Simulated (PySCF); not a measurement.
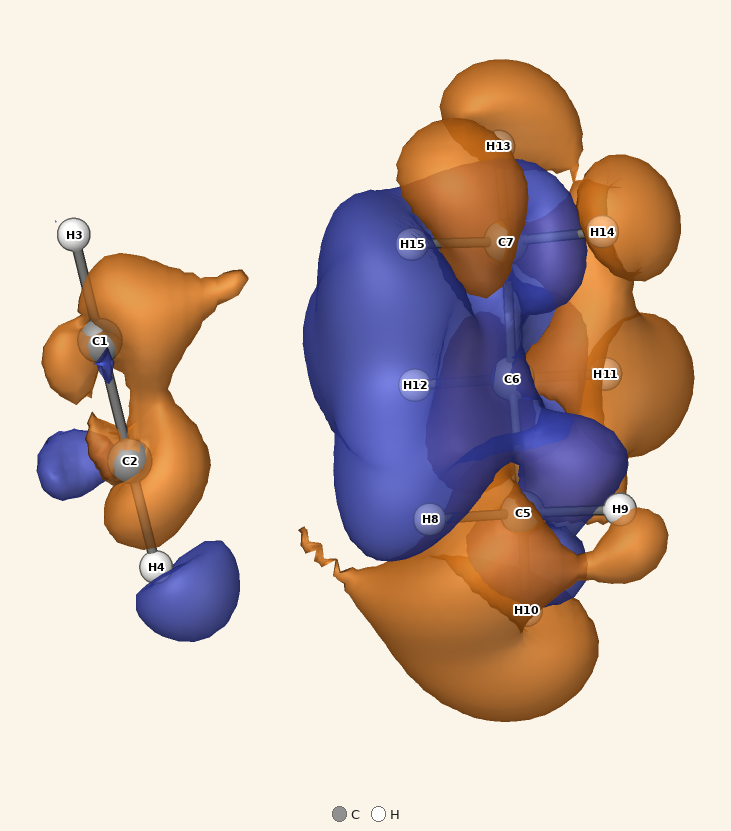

C₅H₁₀, SMILES `C#C.CCC`. Density of the complex less the densities of the two fragments at the same geometry, ±0.0004 e/Å³ (orange: gain, blue: loss). Fragment A: H2C2 (atoms 1–4); fragment B: H8C3.

Method: BP86/def2-SVPD; geometry: GFN2-xTB; program: PySCF.

Geometry (Å), atoms numbered from 1:

```
C1      -2.5274    0.5194    0.1141
C2      -2.2799   -0.6225   -0.1310
H3      -2.7450    1.5239    0.3277
H4      -2.0601   -1.6261   -0.3464
C5       1.3201   -1.2074    0.3622
C6       1.3055   -0.0167   -0.5881
C7       1.2596    1.3019    0.1727
H8       0.4317   -1.1970    0.9902
H9       2.1951   -1.1692    1.0076
H10      1.3440   -2.1432   -0.1921
H11      2.1967   -0.0433   -1.2193
H12      0.4313   -0.0835   -1.2394
H13      1.2501    2.1434   -0.5165
H14      2.1268    1.3990    0.8227
H15      0.3626    1.3475    0.7864
```

**Which way does charge flow?**

Hirshfeld charges show almost no net transfer (under 0.005 e). 0.02 e is displaced in all, which induces a dipole of 0.12 D.

**What is the interaction energy, and which contacts carry it?**

The counterpoise-corrected interaction energy of the frozen fragments is +1.1 kcal/mol without dispersion correction and −1.2 kcal/mol with D3(BJ). The pair geometry is semi-empirical, not a minimum at this level. Contacts: C2···H12, C–H···C contact, 2.98 Å, ρ = 0.005 a.u.; C2···H8, C–H···C contact, 2.99 Å, ρ = 0.004 a.u.; C1···H15, C–H···C contact, 3.08 Å, ρ = 0.004 a.u. The pose is a local one from a semi-empirical search, not shown to be the most stable.
